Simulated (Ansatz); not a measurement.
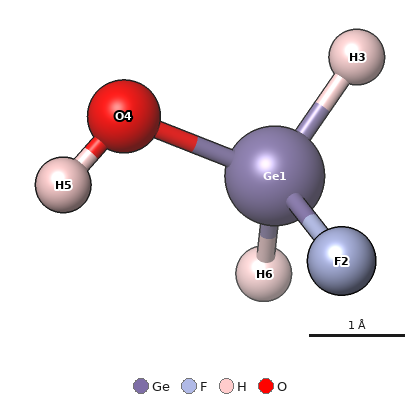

**Figure 1.** The starting structure (ball-and-stick view, seen at a tilt; atoms are numbered from 1 in the order of the input). Sticks mark near contacts. Bond lengths as drawn: F–Ge 1.76 Å, Ge–H 1.54 to 1.55 Å, Ge–O 1.78 Å and H–O 0.98 Å.

# Nudged elastic band, with input and output: GeH$_{3}$OF

- system: GeH$_{3}$OF
- method: RKS PBE-D4/def2-SVP (Ansatz 0.2.0)

It belongs to a series of runs on one base structure; here: band between the two ends. Figures and captions count atoms from 1; the log counts them from 0 in places.

Input
```yaml
crystal:
  periodic: [false, false, false]
  atoms:
    - { symbol: Ge, position_ang: [0.231621, -0.054881, 0.039369] }
    - { symbol: F, position_ang: [0.16109, 0.046982, 1.796597] }
    - { symbol: H, position_ang: [1.698791, 0.122093, -0.396175] }
    - { symbol: O, position_ang: [-0.627797, 1.355494, -0.63501] }
    - { symbol: H, position_ang: [-1.583601, 1.321276, -0.442419] }
    - { symbol: H, position_ang: [-0.459303, -1.397864, -0.316263] }
basis:
  gaussian: { orbitals: def2-SVP }
hamiltonian:
  xc: pbe
  dispersion: d4
neb:
  order_check: false
  images: 5
  f_tol: 0.05
  max_iterations: 60
  final_atoms:
    - { symbol: Ge, position_ang: [0.08330648, -0.24935681, -0.87814279] }
    - { symbol: F, position_ang: [1.10082825, 0.00411953, 1.38941578] }
    - { symbol: H, position_ang: [1.87182321, 0.32746476, 0.95785053] }
    - { symbol: O, position_ang: [-0.85398463, 1.30763976, -0.82642047] }
    - { symbol: H, position_ang: [-1.7194293, 1.19749398, -0.38938341] }
    - { symbol: H, position_ang: [-1.06174301, -1.19426121, -0.20722065] }
  initial_path:
    images:
      - { positions_ang: [[0.231621, -0.054881, 0.039369], [0.16109, 0.046982, 1.796597], [1.698791, 0.122093, -0.396175], [-0.627797, 1.355494, -0.63501], [-1.583601, 1.321276, -0.442419], [-0.459303, -1.397864, -0.316263]] }
      - { positions_ang: [[0.15447903, -0.03656556, 0.0264106], [0.46932093, 0.03386129, 1.70948677], [1.6993239, 0.08257147, -0.1256879], [-0.69783154, 1.38401071, -0.62027272], [-1.65458972, 1.28367129, -0.56408908], [-0.54990159, -1.35444919, -0.37974867]] }
      - { positions_ang: [[0.07733705, -0.01825013, 0.0134522], [0.77755186, 0.02074057, 1.62237655], [1.69985679, 0.04304994, 0.14479919], [-0.76786608, 1.41252742, -0.60553544], [-1.72557845, 1.24606657, -0.68575916], [-0.64050018, -1.31103438, -0.44323434]] }
      - { positions_ang: [[0.00019508, 6.531e-05, 0.0004938], [1.08578279, 0.00761986, 1.53526632], [1.70038969, 0.00352841, 0.41528629], [-0.83790062, 1.44104412, -0.59079816], [-1.79656717, 1.20846186, -0.80742923], [-0.73109877, -1.26761956, -0.50672002]] }
      - { positions_ang: [[0.02789888, -0.0830754, -0.29238506], [1.09079794, 0.00645308, 1.48664948], [1.75753419, 0.11150719, 0.59614104], [-0.84326196, 1.396576, -0.66933893], [-1.77085455, 1.2048059, -0.66808063], [-0.84131351, -1.24316678, -0.40688689]] }
      - { positions_ang: [[0.05560268, -0.1662161, -0.58526392], [1.0958131, 0.0052863, 1.43803263], [1.8146787, 0.21948597, 0.77699578], [-0.84862329, 1.35210788, -0.7478797], [-1.74514192, 1.20114994, -0.52873202], [-0.95152826, -1.218714, -0.30705377]] }
      - { positions_ang: [[0.08330648, -0.24935681, -0.87814279], [1.10082825, 0.00411953, 1.38941578], [1.87182321, 0.32746476, 0.95785053], [-0.85398463, 1.30763976, -0.82642047], [-1.7194293, 1.19749398, -0.38938341], [-1.06174301, -1.19426121, -0.20722065]] }
```

Machine: 1 thread of Arm Neoverse V2, 24 GiB of memory available, shared host.

Launch command:
```bash
ansatz run input.yaml --threads 1 --pin off --max-ram 2048MiB --backend cpu --events-out ev --progress --plain --runs-dir out
```

Log
```
Engine: ansatz 0.2.0, aarch64-unknown-linux-gnu
Functional definition: PBE
  parameter kappa = 0.804
  parameter beta = 0.06672455060314922
  exchange = pbe_x(kappa = kappa, mu = beta*pi^2/3)
  correlation = pbe_c(beta = beta)
816 factors; their error is unknown
mean field evaluation 1: about -61301.2395 eV, gradient 6.5e1 eV
mean field evaluation 2: about -61254.6523 eV, gradient 1.6e2 eV
mean field evaluation 4: about -61307.5480 eV, gradient 1.8e1 eV
mean field evaluation 8: about -61308.0525 eV, gradient 2.2e-1 eV
mean field evaluation 16: about -61308.0045 eV, gradient 6.3e-5 eV
mean field -61308.00446529 eV, -2253.0276080416 hartree, gradient 6.3e-5 eV, S^2 0.000000; 0 other end points of the search recorded, 0 dependent functions left out
the calculation of the forces begins
reference -61308.00449441 eV, -2253.0276091117 hartree; 26, 26 occupied and 49, 49 virtual orbitals, 816 factors
816 factors; their error is unknown
mean field evaluation 32: about -61306.4857 eV, gradient 7.2e-6 eV
mean field -61306.48567934 eV, -2252.9717936872 hartree, gradient 7.1e-6 eV, S^2 0.000000; 0 other end points of the search recorded, 0 dependent functions left out
[... from here on the field's lines of each further geometry are left out, up to the last ...]
NEB iter   1: max|band force component| = 4.399e0 eV/Å  barrier→ = 3.4645 eV  barrier← = 1.9483 eV  Δτ_max = 0.1934 Å  (178 SCF iters)
NEB iter   2: max|band force component| = 2.181e0 eV/Å  barrier→ = 2.3300 eV  barrier← = 0.8138 eV  Δτ_max = 0.1738 Å  (156 SCF iters)
NEB iter   3: max|band force component| = 8.395e-1 eV/Å  barrier→ = 2.0277 eV  barrier← = 0.5115 eV  Δτ_max = 0.1606 Å  (150 SCF iters)
NEB iter   4: max|band force component| = 1.372e0 eV/Å  barrier→ = 2.0069 eV  barrier← = 0.4907 eV  CI = image 3  Δτ_max = 0.1372 Å  (143 SCF iters)
NEB iter   5: max|band force component| = 9.499e-1 eV/Å  barrier→ = 2.2285 eV  barrier← = 0.7123 eV  CI = image 3  Δτ_max = 0.0978 Å  (145 SCF iters)
NEB iter   6: max|band force component| = 5.418e-1 eV/Å  barrier→ = 2.2167 eV  barrier← = 0.7005 eV  CI = image 3  Δτ_max = 0.0246 Å  (127 SCF iters)
NEB iter   7: max|band force component| = 1.898e-1 eV/Å  barrier→ = 2.2140 eV  barrier← = 0.6978 eV  CI = image 3  Δτ_max = 0.0160 Å  (130 SCF iters)
NEB iter   8: max|band force component| = 6.070e-2 eV/Å  barrier→ = 2.2131 eV  barrier← = 0.6969 eV  CI = image 3  Δτ_max = 0.0091 Å  (129 SCF iters)
the calculation of the forces begins
reference -61306.46701173 eV, -2252.9711076653 hartree; 26, 26 occupied and 49, 49 virtual orbitals, 816 factors
816 factors; their error is unknown
mean field evaluation 448: about -61305.1973 eV, gradient 1.8e1 eV
mean field -61305.79312663 eV, -2252.9463428445 hartree, gradient 1.9e-5 eV, S^2 0.000000; 1 other end points of the search recorded, 0 dependent functions left out
the calculation of the forces begins
reference -61305.79315492 eV, -2252.9463438843 hartree; 26, 26 occupied and 49, 49 virtual orbitals, 816 factors
NEB iter   9: max|band force component| = 2.616e-2 eV/Å  barrier→ = 2.2127 eV  barrier← = 0.6965 eV  CI = image 3  Δτ_max = 0.0000 Å  (261 SCF iters)
```

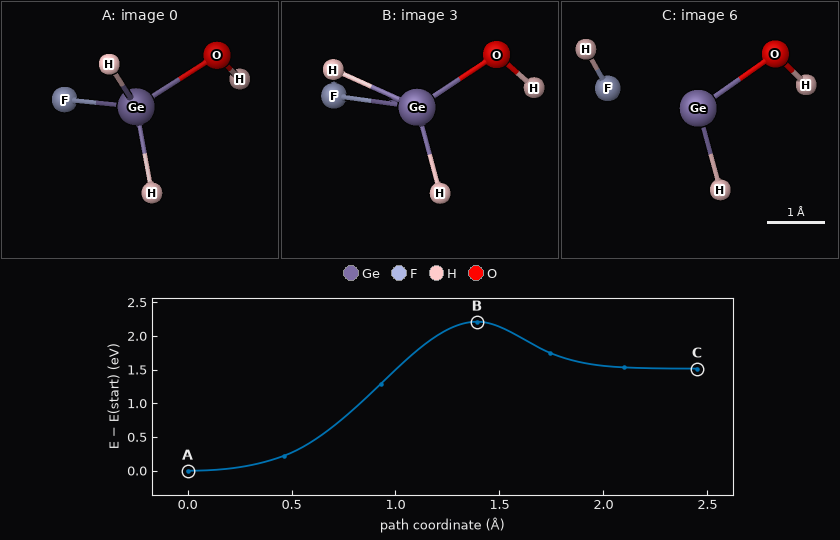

**Figure 2.** Images of the last band (counted from 0; ball-and-stick, seen at a tilt) above the energy along the path; the line is a cubic interpolation that uses the forces. The highest image is number 3, 2.213 eV above the start and 0.696 eV above the end (the climbing image); the end lies 1.516 eV above the start. The path is 2.45 Å long. The band converged in 9 iterations.

```
Total energy: -61305.86768132 eV, -2252.9490826790 hartree
Atom 0 at     0.232030    -0.058664    -0.396404 Å, force     0.006908     0.017105     0.010228 eV/Å
Atom 1 at     0.868654     0.013259     1.552528 Å, force     0.001095    -0.004500    -0.011185 eV/Å
Atom 2 at     1.610551     0.109007     0.452164 Å, force     0.002692    -0.000885     0.005105 eV/Å
Atom 3 at    -0.781249     1.403524    -0.621151 Å, force    -0.013914    -0.016523    -0.002742 eV/Å
Atom 4 at    -1.733566     1.198205    -0.552768 Å, force     0.007441     0.013733    -0.002337 eV/Å
Atom 5 at    -0.775620    -1.272232    -0.388269 Å, force    -0.004223    -0.008930     0.000932 eV/Å
Dipole moment:    -0.252187    -0.207672    -0.309176 e Å
this run last wrote the band of iteration 9 to [file]
```

The last band as extended XYZ (Å, eV, eV/Å)
```
6
Properties=species:S:1:pos:R:3:forces:R:3 image=0 energy=-61308.08033
Ge    0.2316   -0.0549    0.0394    0.0068  -0.0089   0.0166
F     0.1611    0.0470    1.7966   -0.0043   0.0049  -0.0201
H     1.6988    0.1221   -0.3962    0.0035  -0.0002  -0.0014
O    -0.6278    1.3555   -0.6350   -0.0105  -0.0012   0.0064
H    -1.5836    1.3213   -0.4424    0.0082  -0.0045  -0.0003
H    -0.4593   -1.3979   -0.3163   -0.0037   0.0100  -0.0013
6
Properties=species:S:1:pos:R:3:forces:R:3 image=1 energy=-61307.85775
Ge    0.2250   -0.0339    0.0051    0.0111   0.0427   0.4319
F     0.4252    0.0134    1.7552   -0.6427  -0.0179   0.3486
H     1.7389    0.1106   -0.1723    0.0751   0.0071  -0.9073
O    -0.6871    1.3848   -0.5992    0.1496  -0.0273   0.1056
H    -1.6472    1.2000   -0.5794    0.1349   0.0161  -0.0107
H    -0.6340   -1.2817   -0.3634    0.2720  -0.0208   0.0319
6
Properties=species:S:1:pos:R:3:forces:R:3 image=2 energy=-61306.79340
Ge    0.2223   -0.0459   -0.1542   -0.0410   0.1419   1.5877
F     0.6551    0.0107    1.6323   -1.3998  -0.1124   0.4889
H     1.7118    0.1115    0.1526    0.6686   0.0450  -1.9650
O    -0.7417    1.3922   -0.6290    0.2098  -0.0734   0.0460
H    -1.6997    1.1969   -0.5712    0.1838  -0.0018  -0.0524
H    -0.7270   -1.2723   -0.3845    0.3785   0.0008  -0.1052
6
Properties=species:S:1:pos:R:3:forces:R:3 image=3 energy=-61305.86765
Ge    0.2320   -0.0587   -0.3964    0.0069   0.0171   0.0102
F     0.8687    0.0133    1.5525    0.0011  -0.0045  -0.0112
H     1.6106    0.1090    0.4522    0.0027  -0.0009   0.0051
O    -0.7812    1.4035   -0.6212   -0.0139  -0.0165  -0.0027
H    -1.7336    1.1982   -0.5528    0.0074   0.0137  -0.0023
H    -0.7756   -1.2722   -0.3883   -0.0042  -0.0089   0.0009
6
Properties=species:S:1:pos:R:3:forces:R:3 image=4 energy=-61306.33240
Ge    0.2088   -0.0926   -0.6004   -0.0533  -0.0791  -0.8341
F     1.0338    0.0458    1.5007    0.5718   0.0340  -0.1474
H     1.5988    0.1090    0.6583   -0.0676   0.0260   0.9364
O    -0.8109    1.3899   -0.6523   -0.1128  -0.0257  -0.0784
H    -1.7586    1.2029   -0.5249   -0.1052   0.0096   0.0843
H    -0.8511   -1.2619   -0.3353   -0.2329   0.0352   0.0392
6
Properties=species:S:1:pos:R:3:forces:R:3 image=5 energy=-61306.54563
Ge    0.1480   -0.1542   -0.7638   -0.0159  -0.0142  -0.0925
F     1.1246    0.0582    1.5064    0.0169  -0.0159   0.0350
H     1.7622    0.1600    0.8088    0.0857   0.0271   0.0729
O    -0.8598    1.3500   -0.7672   -0.0251  -0.0246  -0.0334
H    -1.7731    1.1903   -0.4631   -0.0134  -0.0052   0.0249
H    -0.9811   -1.2112   -0.2751   -0.0482   0.0328  -0.0069
6
Properties=species:S:1:pos:R:3:forces:R:3 image=6 energy=-61306.56412
Ge    0.0833   -0.2494   -0.8781   -0.0003  -0.0020  -0.0017
F     1.1008    0.0041    1.3894    0.0029   0.0009  -0.0012
H     1.8718    0.3275    0.9579   -0.0024   0.0000   0.0022
O    -0.8540    1.3076   -0.8264    0.0008   0.0014   0.0000
H    -1.7194    1.1975   -0.3894   -0.0005  -0.0007   0.0007
H    -1.0617   -1.1943   -0.2072   -0.0005   0.0003   0.0000
```

Summary

```tsv
quantity	value
outcome	converged
barrier, forward	2.213 eV
barrier, backward	0.697 eV
wall time	73 s
peak memory	0.14 GiB
```

Remarks

The order of the saddle point was not checked.
